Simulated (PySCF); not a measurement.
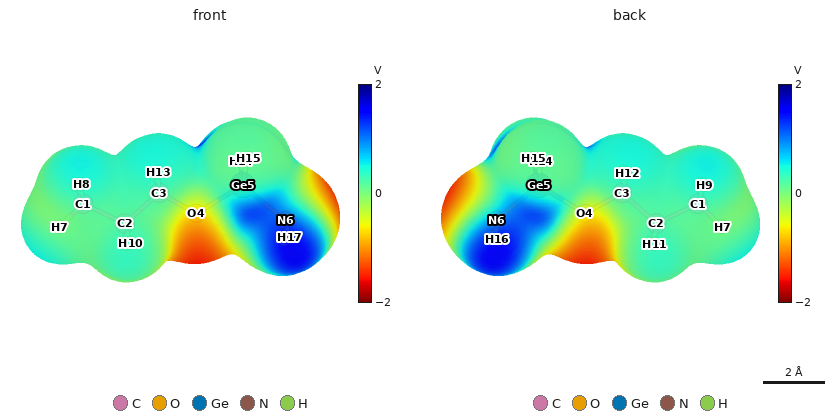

Figure 1: C3H11GeNO (SMILES CCC[O][GeH2][NH2]). The molecular electrostatic potential painted on the density surface at 0.002 e/bohr³, seen from the front and from behind; red is negative and blue positive.

Geometry: PBE0-D3(BJ)/def2-SVP.

Computed with B3LYP/def2-SVPD, SCF density, gas phase (PySCF 2.14.0).

```yaml
atoms:
  - { symbol: C, position_ang: [-2.9621, 0.1064, -0.1397] }
  - { symbol: C, position_ang: [-1.6137, -0.5925, -0.0961] }
  - { symbol: C, position_ang: [-0.4462, 0.3723, -0.0305] }
  - { symbol: O, position_ang: [0.7566, -0.3464, 0.0110] }
  - { symbol: Ge, position_ang: [2.3232, 0.5198, 0.0412] }
  - { symbol: N, position_ang: [3.6805, -0.6851, 0.0561] }
  - { symbol: H, position_ang: [-3.7885, -0.6180, -0.1911] }
  - { symbol: H, position_ang: [-3.1241, 0.7283, 0.7557] }
  - { symbol: H, position_ang: [-3.0470, 0.7661, -1.0184] }
  - { symbol: H, position_ang: [-1.5513, -1.2635, 0.7767] }
  - { symbol: H, position_ang: [-1.4782, -1.2316, -0.9846] }
  - { symbol: H, position_ang: [-0.4821, 1.0485, -0.9120] }
  - { symbol: H, position_ang: [-0.5584, 1.0227, 0.8637] }
  - { symbol: H, position_ang: [2.4259, 1.3710, -1.2391] }
  - { symbol: H, position_ang: [2.3894, 1.3599, 1.3308] }
  - { symbol: H, position_ang: [3.7319, -1.2751, -0.7700] }
  - { symbol: H, position_ang: [3.7134, -1.2767, 0.8818] }
```

> Where is the surface potential most negative and most positive?

The most negative region (about −1.5 V) lies over O4, the most positive (about +1.5 V) over H16 and H17. O4 is the likeliest acceptor of a hydrogen bond.
